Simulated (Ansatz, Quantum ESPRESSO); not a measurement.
# CsPbCl3 (Pm-3m): zone-centre phonons

Aim: the zone-centre modes of CsPbCl3 (Pm-3m).

Main program and level: Quantum ESPRESSO 7.5; DFT LDA, scalar-relativistic, plane waves, JTH PAW pseudopotentials.

## Step 1: The starting structure

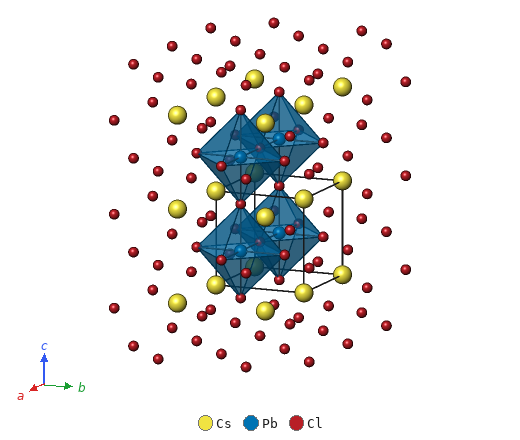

The starting structure, seen slightly off an axis (caesium yellow, lead blue, chlorine red). 2×1×2 cells are drawn. Some periodic images of atoms are drawn too.

## Step 2: A probe with smearing

Before anything dear is run, a loose run with smearing shows whether this is a metal and how far the cell is from rest.

probe.in

```
 &control
    calculation='scf',
    prefix='x',
    outdir='./tmp',
    pseudo_dir='./pseudo',
    tprnfor=.true.,
    tstress=.true.,
    verbosity='high',
 /
 &system
    ibrav=0,
    nat=5,
    ntyp=3,
    ecutwfc=40.0,
    ecutrho=200.0,
    occupations='smearing',
    smearing='gaussian',
    degauss=0.01,
 /
 &electrons
    conv_thr=1.0d-07,
    mixing_beta=0.7,
    electron_maxstep=100,
 /
ATOMIC_SPECIES
 Cs    132.9055  Cs.upf
 Pb    207.2000  Pb.upf
 Cl     35.4500  Cl.upf
CELL_PARAMETERS angstrom
     5.605000000    0.000000000    0.000000000
     0.000000000    5.605000000    0.000000000
     0.000000000    0.000000000    5.605000000
ATOMIC_POSITIONS crystal
 Cs     0.000000000   0.000000000   0.000000000
 Pb     0.500000000   0.500000000   0.500000000
 Cl     0.500000000   0.500000000   0.000000000
 Cl     0.000000000   0.500000000   0.500000000
 Cl     0.500000000   0.000000000   0.500000000
K_POINTS automatic
 4 4 4 0 0 0
```

The run is started by

```
$ OMP_NUM_THREADS=1 mpirun -n 4 pw.x -nk 4 -in probe.in > probe.out
```

The program printed:

```text
[banners, grids, parts of the stress and lines that vanish by symmetry left out]
Program PWSCF v.7.5
     file Cs.upf: wavefunction(s)  6S 0P 5D 0D renormalized
     file Pb.upf: wavefunction(s)  0S 6P 0P 5D 0D renormalized
[...]
kinetic-energy cutoff     =      40.0000  Ry
     charge density cutoff     =     200.0000  Ry
     scf convergence threshold =      1.0E-07
[...]
Exchange-correlation= SLA PW NOGX NOGC
                           (   1   4   0   0   0   0   0)
[...]
48 Sym. Ops., with inversion, found
[...]
(     0          1          0      )
                  (     0          0          1      )
[...]
(  0.0000000  1.0000000  0.0000000 )
                  (  0.0000000  0.0000000  1.0000000 )
[...]
(     0         -1          0      )
[...]
number of k points=    10  Gaussian smearing, width (Ry)=  0.0100
[...]
c_bands:  1 eigenvalues not converged
     c_bands:  1 eigenvalues not converged
[...]
End of self-consistent calculation
[...]
the Fermi energy is     4.6102 ev
!    total energy              =   -1482.15441819 Ry
[...]
convergence has been achieved in   7 iterations
[...]
atom    1 type  1   force =     0.00000000    0.00000000    0.00000000
     atom    2 type  2   force =     0.00000000    0.00000000    0.00000000
     atom    3 type  3   force =     0.00000000    0.00000000    0.00000000
     atom    4 type  3   force =     0.00000000    0.00000000    0.00000000
     atom    5 type  3   force =     0.00000000    0.00000000    0.00000000
[...]
Total force =     0.000000     Total SCF correction =     0.000000
[...]
total   stress  (Ry/bohr**3)                   (kbar)     P=      -13.64
[...]
XML data file, charge density, pseudopotentials, collected wavefunctions

   JOB DONE.
```

Elapsed: 9.3 s, on 4 MPI ranks of Arm Neoverse V2, shared host; 37 s of CPU time.

This step gave:

```
volume per atom   : 35.22 Å³
pressure          : -1.364 GPa
gap on the k-mesh : 1.737 eV
```

A gap of 1.7 eV opens on this mesh, so the crystal is taken as an insulator; the start stands at -1.4 GPa.

## Step 3: Relaxation

The harmonic expansion starts where the forces on the atoms vanish, and stress shifts the frequencies, so cell and atoms are relaxed with tight thresholds.

relax.in, as its differences from probe.in of step 2:

```diff
@@ -1,3 +1,3 @@
  &control
-    calculation='scf',
+    calculation='vc-relax',
     prefix='x',
@@ -7,3 +7,5 @@
     tstress=.true.,
-    verbosity='high',
+    forc_conv_thr=2.0d-05,
+    etot_conv_thr=1.0d-07,
+    nstep=40,
  /
@@ -15,10 +17,14 @@
     ecutrho=200.0,
-    occupations='smearing',
-    smearing='gaussian',
-    degauss=0.01,
+    occupations='fixed',
+    nbnd=24,
  /
  &electrons
-    conv_thr=1.0d-07,
+    conv_thr=1.0d-11,
     mixing_beta=0.7,
     electron_maxstep=100,
+ /
+ &ions
+ /
+ &cell
+    press_conv_thr=0.1,
  /
```

The run is started by

```
$ OMP_NUM_THREADS=1 mpirun -n 4 pw.x -nk 4 -in relax.in > relax.out
```

The program printed:

```text
[banners, grids, parts of the stress and lines that vanish by symmetry left out]
[banner, memory and clock lines left out]
Program PWSCF v.7.5

[...]
kinetic-energy cutoff     =      40.0000  Ry
     charge density cutoff     =     200.0000  Ry
     scf convergence threshold =      1.0E-11
[...]
energy convergence thresh.=      1.0E-07
     force convergence thresh. =      2.0E-05
     press convergence thresh. =      1.0E-01
     Exchange-correlation= SLA PW NOGX NOGC
                           (   1   4   0   0   0   0   0)
[...]
48 Sym. Ops., with inversion, found
[...]
number of k points=    10
[...]
End of self-consistent calculation
[...]
highest occupied, lowest unoccupied level (ev):     3.7237    5.4602
!    total energy              =   -1482.15441823 Ry
[...]
convergence has been achieved in  12 iterations
[...]
atom    1 type  1   force =     0.00000000    0.00000000    0.00000000
     atom    2 type  2   force =     0.00000000    0.00000000    0.00000000
     atom    3 type  3   force =     0.00000000    0.00000000    0.00000000
     atom    4 type  3   force =     0.00000000    0.00000000    0.00000000
     atom    5 type  3   force =     0.00000000    0.00000000    0.00000000
     Total force =     0.000000     Total SCF correction =     0.000000
[...]
total   stress  (Ry/bohr**3)                   (kbar)     P=      -12.73
[...]
number of bfgs steps    =   0
[...]
CELL_PARAMETERS (angstrom)
[...]
ATOMIC_POSITIONS (crystal)
Cs               0.0000000000        0.0000000000        0.0000000000
Pb               0.5000000000        0.5000000000        0.5000000000
Cl               0.5000000000        0.5000000000        0.0000000000
Cl               0.0000000000        0.5000000000        0.5000000000
[...]
New effective cutoffs (rho, wfc):  200.74   40.16
[...]
End of self-consistent calculation
[...]
highest occupied, lowest unoccupied level (ev):     3.8222    5.5301
!    total energy              =   -1482.15504123 Ry
[...]
convergence has been achieved in  12 iterations
[...]
atom    1 type  1   force =     0.00000000    0.00000000    0.00000000
     atom    2 type  2   force =     0.00000000    0.00000000    0.00000000
     atom    3 type  3   force =     0.00000000    0.00000000    0.00000000
     atom    4 type  3   force =     0.00000000    0.00000000    0.00000000
     atom    5 type  3   force =     0.00000000    0.00000000    0.00000000
     Total force =     0.000000     Total SCF correction =     0.000000
[...]
total   stress  (Ry/bohr**3)                   (kbar)     P=      -11.08
[...]
number of bfgs steps    =   1
[...]
WARNING: bfgs curvature condition failed, Theta= 0.923
[...]
CELL_PARAMETERS (angstrom)
[...]
ATOMIC_POSITIONS (crystal)
[...]
New effective cutoffs (rho, wfc):  202.06   40.42
[...]
End of self-consistent calculation
[...]
highest occupied, lowest unoccupied level (ev):     3.9721    5.6361
!    total energy              =   -1482.15580668 Ry
[...]
convergence has been achieved in  14 iterations
[...]
atom    1 type  1   force =     0.00000000    0.00000000    0.00000000
     atom    2 type  2   force =     0.00000000    0.00000000    0.00000000
     atom    3 type  3   force =     0.00000000    0.00000000    0.00000000
[...]
total   stress  (Ry/bohr**3)                   (kbar)     P=       -4.41
[...]
number of bfgs steps    =   3
[...]
CELL_PARAMETERS (angstrom)
[...]
ATOMIC_POSITIONS (crystal)
[...]
New effective cutoffs (rho, wfc):  206.18   41.24
[...]
End of self-consistent calculation
[...]
highest occupied, lowest unoccupied level (ev):     4.4501    5.9702
!    total energy              =   -1482.15681571 Ry
[...]
convergence has been achieved in  14 iterations
[...]
Total force =     0.000000     Total SCF correction =     0.000000
[...]
total   stress  (Ry/bohr**3)                   (kbar)     P=        0.25
[...]
number of bfgs steps    =   4
[...]
CELL_PARAMETERS (angstrom)
[...]
ATOMIC_POSITIONS (crystal)
[...]
New effective cutoffs (rho, wfc):  206.06   41.22
[...]
End of self-consistent calculation
[...]
highest occupied, lowest unoccupied level (ev):     4.4368    5.9610
!    total energy              =   -1482.15681648 Ry
[...]
convergence has been achieved in  13 iterations
[...]
Total force =     0.000000     Total SCF correction =     0.000000
[...]
total   stress  (Ry/bohr**3)                   (kbar)     P=       -0.01
[...]
number of bfgs steps    =   5
[...]
small trust_radius: resetting bfgs history
[...]
CELL_PARAMETERS (angstrom)
[...]
ATOMIC_POSITIONS (crystal)
[...]
New effective cutoffs (rho, wfc):  206.06   41.22
[...]
End of self-consistent calculation
[...]
highest occupied, lowest unoccupied level (ev):     4.4369    5.9610
!    total energy              =   -1482.15681648 Ry
[...]
convergence has been achieved in   6 iterations
[...]
atom    3 type  3   force =     0.00000000    0.00000000    0.00000000
     atom    4 type  3   force =     0.00000000    0.00000000    0.00000000
     atom    5 type  3   force =     0.00000000    0.00000000    0.00000000
     Total force =     0.000000     Total SCF correction =     0.000000
[...]
total   stress  (Ry/bohr**3)                   (kbar)     P=       -0.01
[...]
bfgs converged in   7 scf cycles and   6 bfgs steps
[...]
End of BFGS Geometry Optimization
     Final enthalpy           =   -1482.1568164754 Ry
     File ./tmp/x.bfgs deleted, as requested
[...]
CELL_PARAMETERS (angstrom)
[...]
ATOMIC_POSITIONS (crystal)
[...]
Cl               0.0000000000        0.5000000000        0.5000000000
Cl               0.5000000000        0.0000000000        0.5000000000
[...]
Final scf calculation at the relaxed structure.
[...]
kinetic-energy cutoff     =      40.0000  Ry
     charge density cutoff     =     200.0000  Ry
     scf convergence threshold =      1.0E-13
[...]
press convergence thresh. =      1.0E-01
     Exchange-correlation= SLA PW NOGX NOGC
                           (   1   4   0   0   0   0   0)
[...]
48 Sym. Ops., with inversion, found
[...]
number of k points=    10
[...]
c_bands:  1 eigenvalues not converged
[...]
End of self-consistent calculation
[...]
highest occupied, lowest unoccupied level (ev):     4.4370    5.9614
!    total energy              =   -1482.15607381 Ry
[...]
convergence has been achieved in  14 iterations
[...]
atom    1 type  1   force =     0.00000000    0.00000000    0.00000000
     atom    2 type  2   force =     0.00000000    0.00000000    0.00000000
     atom    3 type  3   force =     0.00000000    0.00000000    0.00000000
     atom    4 type  3   force =     0.00000000    0.00000000    0.00000000
     atom    5 type  3   force =     0.00000000    0.00000000    0.00000000
     Total force =     0.000000     Total SCF correction =     0.000000
[...]
total   stress  (Ry/bohr**3)                   (kbar)     P=       -0.35
[...]
XML data file, charge density, pseudopotentials, collected wavefunctions
```

Elapsed: 92 s, on 4 MPI ranks.

Relaxation path:

```csv
step,energy less that of the first step (eV),largest force (eV/Å),pressure (GPa),volume (Å³)
1,0.0000,0.0000,-1.27,176.09
2,-0.0085,0.0000,-1.11,174.95
3,-0.0189,0.0000,-0.85,173.25
4,-0.0291,0.0000,-0.44,170.71
5,-0.0326,0.0000,0.03,168.08
6,-0.0326,0.0000,0.00,168.21
7,-0.0326,0.0000,0.00,168.21
8,-0.0225,0.0000,-0.03,168.21
```

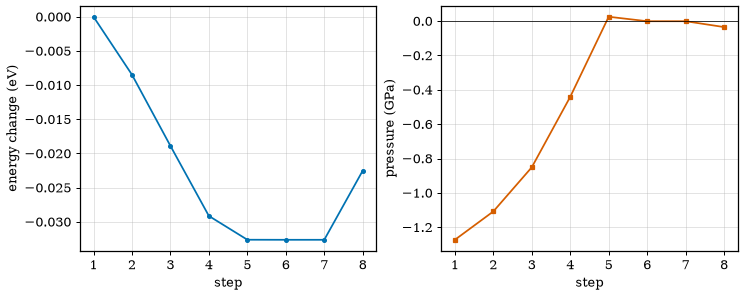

Energy and pressure along the relaxation.

| conventional cell, symmetrised | before | after | change |
| --- | --- | --- | --- |
| a (Å) | 5.605 | 5.520 | -1.5 % |
| b (Å) | 5.605 | 5.520 | -1.5 % |
| c (Å) | 5.605 | 5.520 | -1.5 % |
| volume (Å³/atom) | 35.22 | 33.64 | -4.5 % |

Final coordinates:

```cif
data_structure
_symmetry_space_group_name_H-M 'P 1'
_symmetry_Int_Tables_number 1
_cell_length_a 5.5202
_cell_length_b 5.5202
_cell_length_c 5.5202
_cell_angle_alpha 90.000
_cell_angle_beta 90.000
_cell_angle_gamma 90.000
_cell_volume 168.21
loop_
_atom_site_label
_atom_site_type_symbol
_atom_site_fract_x
_atom_site_fract_y
_atom_site_fract_z
_atom_site_occupancy
Cs1 Cs 0.00000 0.00000 0.00000 1
Pb2 Pb 0.50000 0.50000 0.50000 1
Cl3 Cl 0.50000 0.50000 0.00000 1
Cl4 Cl 0.00000 0.50000 0.50000 1
Cl5 Cl 0.50000 0.00000 0.50000 1
```

The last row of the table of steps is pw.x's closing run on a basis chosen anew for the final cell, so its energy can jump.

Numbers from this step:

* volume per atom: 33.64 Å³
* pressure: -0.03500 GPa
* gap on the k-mesh: 1.524 eV

The volume changes by -4.5 % from the cell with which this run began.

## Step 4: Self-consistent run for the response

Perturbation theory inherits every error of the wavefunctions, so the threshold is set near the limit of the arithmetic. With a gap, occupations are fixed, which also allows the response to an electric field.

scf.in

```
 &control
    calculation='scf',
    prefix='x',
    outdir='./tmp',
    pseudo_dir='./pseudo',
    tprnfor=.true.,
    tstress=.true.,
 /
 &system
    ibrav=0,
    nat=5,
    ntyp=3,
    ecutwfc=40.0,
    ecutrho=200.0,
    occupations='fixed',
    nbnd=24,
 /
 &electrons
    conv_thr=1.0d-12,
    mixing_beta=0.7,
    electron_maxstep=100,
 /
ATOMIC_SPECIES
 Cs    132.9055  Cs.upf
 Pb    207.2000  Pb.upf
 Cl     35.4500  Cl.upf
CELL_PARAMETERS angstrom
     5.520188956    0.000000000    0.000000000
     0.000000000    5.520188956    0.000000000
     0.000000000    0.000000000    5.520188956
ATOMIC_POSITIONS crystal
 Cs     0.000000000   0.000000000   0.000000000
 Pb     0.500000000   0.500000000   0.500000000
 Cl     0.500000000   0.500000000   0.000000000
 Cl     0.000000000   0.500000000   0.500000000
 Cl     0.500000000   0.000000000   0.500000000
K_POINTS automatic
 4 4 4 0 0 0
```

The run is started by

```
$ OMP_NUM_THREADS=1 mpirun -n 4 pw.x -nk 4 -in scf.in > scf.out
```

The program printed:

```text
[banners, grids, parts of the stress and lines that vanish by symmetry left out]
[banner, memory and clock lines left out]
Program PWSCF v.7.5

[...]
kinetic-energy cutoff     =      40.0000  Ry
     charge density cutoff     =     200.0000  Ry
     scf convergence threshold =      1.0E-12
[...]
Exchange-correlation= SLA PW NOGX NOGC
                           (   1   4   0   0   0   0   0)
[...]
48 Sym. Ops., with inversion, found
[...]
number of k points=    10
[...]
End of self-consistent calculation
[...]
highest occupied, lowest unoccupied level (ev):     4.4370    5.9614
!    total energy              =   -1482.15607381 Ry
[...]
convergence has been achieved in  13 iterations
[...]
atom    1 type  1   force =     0.00000000    0.00000000    0.00000000
     atom    2 type  2   force =     0.00000000    0.00000000    0.00000000
     atom    3 type  3   force =     0.00000000    0.00000000    0.00000000
     atom    4 type  3   force =     0.00000000    0.00000000    0.00000000
     atom    5 type  3   force =     0.00000000    0.00000000    0.00000000
     Total force =     0.000000     Total SCF correction =     0.000000
[...]
total   stress  (Ry/bohr**3)                   (kbar)     P=       -0.35
[...]
XML data file, charge density, pseudopotentials, collected wavefunctions
```

Elapsed: 14 s, on 4 MPI ranks.

The cell stands at -0.035 GPa, close enough for phonons.

(Part 1 of 4 ends here.)

[Host names and launcher messages were left out of these logs when they were recorded.]

[Logs are printed without paths, hosts, clocks, repeated set-up lines and the standing remarks that a program may print on its own settings, such as how far it seeks lower states.]

[Hosts, paths, dates, database ids (printed as entryN), source tags and the programs' standing remarks are cut or masked in the printed files.]
